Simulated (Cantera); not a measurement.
Input: 1 mol Al₂O₃, 8.2 mol H₂O, equilibrated at 1677 °C.

Equilibrium computed with Cantera from the NASA thermochemical tables; the gas is ideal and each condensed phase is pure. Candidate condensed phases: Al, Al₂O₃, H₂O; 19 gas species. Gases not in the tables: Al(OH)₃. Equilibrium is a limit: real reactors are often held back by kinetics, nucleation or transport.

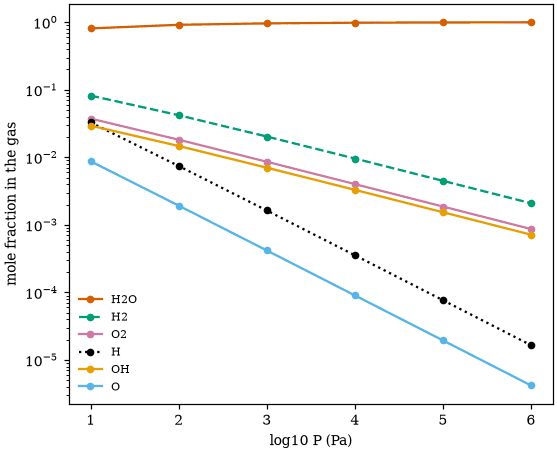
Figure. Equilibrium gas composition (values under 1e-9 drawn at 1e-9)

**Question.** Read off the mole fractions at 0.100 bar.

**Answer.** H₂O about 0.98, H₂ about 0.0096, O₂ about 0.0040, OH about 0.0033, H about 0.00036, O about 9.0e-5.
